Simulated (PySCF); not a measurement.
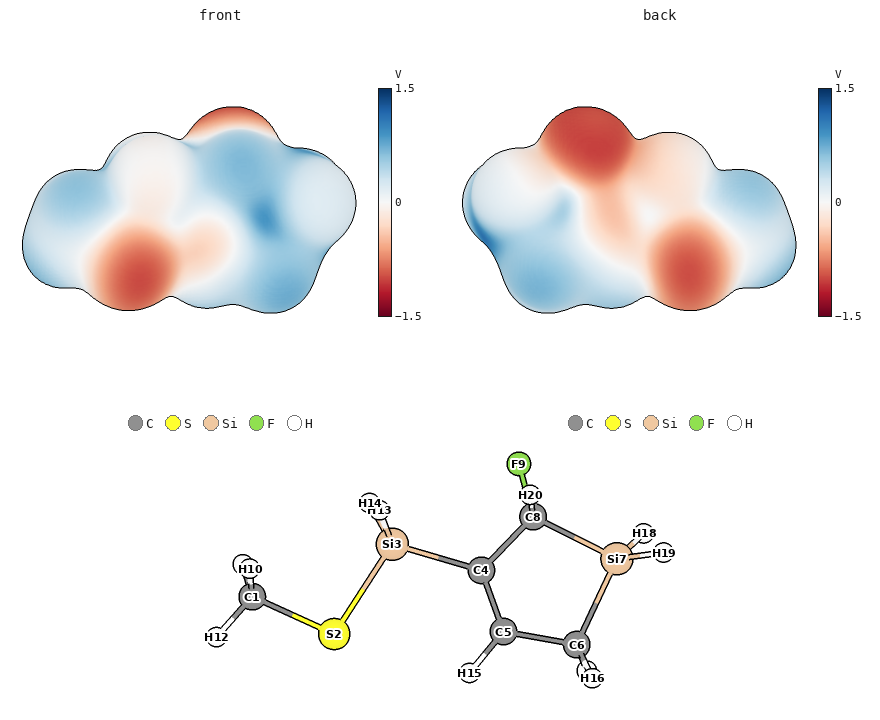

Figure. C$_{5}$H$_{11}$FSSi$_{2}$. The molecular electrostatic potential painted on the density surface at 0.001 e/bohr³, seen from the front and from behind; the colour scale runs from red (negative) to blue (positive). The bare structure is drawn below in the same view.

Geometry: GFN2-xTB.

All numbers below come from PBE0/pcSseg-1, SCF density, gas phase, non-relativistic (PySCF 2.14.0).

```yaml
atoms:
  - { symbol: C, position_ang: [4.1304, 0.1598, -0.6937] }
  - { symbol: S, position_ang: [2.5225, 0.9988, -0.6021] }
  - { symbol: Si, position_ang: [1.2805, -0.7343, -0.3408] }
  - { symbol: C, position_ang: [-0.4752, -0.1122, -0.1927] }
  - { symbol: C, position_ang: [-0.8886, 1.1344, -0.4005] }
  - { symbol: C, position_ang: [-2.3426, 1.4769, -0.2830] }
  - { symbol: Si, position_ang: [-3.2086, -0.1948, 0.0251] }
  - { symbol: C, position_ang: [-1.5279, -1.1255, 0.1636] }
  - { symbol: F, position_ang: [-1.4487, -2.2188, -0.6992] }
  - { symbol: H, position_ang: [4.3096, -0.3851, 0.2277] }
  - { symbol: H, position_ang: [4.1397, -0.5177, -1.5416] }
  - { symbol: H, position_ang: [4.8841, 0.9289, -0.8238] }
  - { symbol: H, position_ang: [1.7145, -1.4025, 0.8906] }
  - { symbol: H, position_ang: [1.4992, -1.6113, -1.4899] }
  - { symbol: H, position_ang: [-0.1915, 1.9233, -0.6464] }
  - { symbol: H, position_ang: [-2.4827, 2.1860, 0.5353] }
  - { symbol: H, position_ang: [-2.6729, 1.9912, -1.1869] }
  - { symbol: H, position_ang: [-3.9757, -0.6993, -1.1094] }
  - { symbol: H, position_ang: [-3.9476, -0.2422, 1.2877] }
  - { symbol: H, position_ang: [-1.3238, -1.5449, 1.1556] }
```

### Describe the electrostatic potential map.

The most negative region (about −1.0 V) lies over S2 and F9, the most positive (about +1.0 V) over Si7.
